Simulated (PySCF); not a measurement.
```xyz
23

C     3.3058    1.5938    0.5769
C     2.2420    0.9892    0.0571
C     2.0656   -0.4455    0.0802
C     1.0522   -1.1396   -0.4410
C    -0.1632   -0.6044   -1.1287
N    -1.3440   -0.7355   -0.2828
Si   -2.0460   -2.3178   -0.1226
Si   -1.6500    0.5406    0.8482
P    -1.2207    2.4700   -0.2080
H     4.1065    1.0371    1.0374
H     3.4174    2.6639    0.5571
H     1.4593    1.5840   -0.3939
H     2.8614   -0.9920    0.5742
H     1.0414   -2.2169   -0.3275
H    -0.3320   -1.1724   -2.0503
H    -0.0402    0.4482   -1.4000
H    -1.3868   -3.1103    0.9219
H    -1.8784   -2.9604   -1.4268
H    -3.4507   -2.1157    0.2124
H    -0.7730    0.4989    2.0279
H    -3.0452    0.3786    1.2588
H    -1.9189    3.2393    0.7014
H    -2.3072    2.3940   -1.0619
```

Geometry: GFN2-xTB.

These are results of PBE0/pcSseg-1, SCF density, gas phase, non-relativistic in PySCF 2.14.0, not measurements.

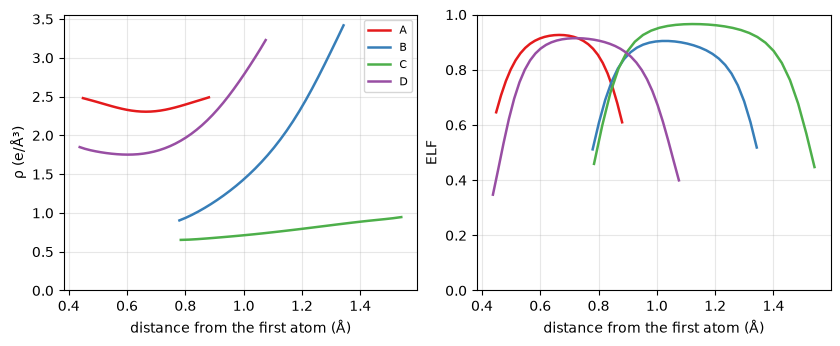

C5H14NPSi2. Electron density and ELF along straight lines between neighbouring atoms. The curves leave out the atomic cores.

**Which curve belongs to which contact (C–C, C–N, Si–N and Si–P)? The first atom named is at distance zero.**

Curve A: C–C (1.33 Å): ρ at the midpoint is about 2.3 e/Å³; the ELF peaks at about 0.95 between the atoms (a multiple bond). Curve B: Si–N (1.73 Å): ρ at the midpoint is about 1.1 e/Å³; the ELF peaks at about 0.90 between the atoms, as expected for a polar covalent bond. Curve C: Si–P (2.24 Å): the density is about 0.76 e/Å³ at the midpoint; the ELF peaks at about 0.95 between the atoms (a covalent bond). Curve D: C–N (1.46 Å): ρ at the midpoint is about 1.8 e/Å³; the ELF peaks at about 0.90 between the atoms: localised, covalent bonding.
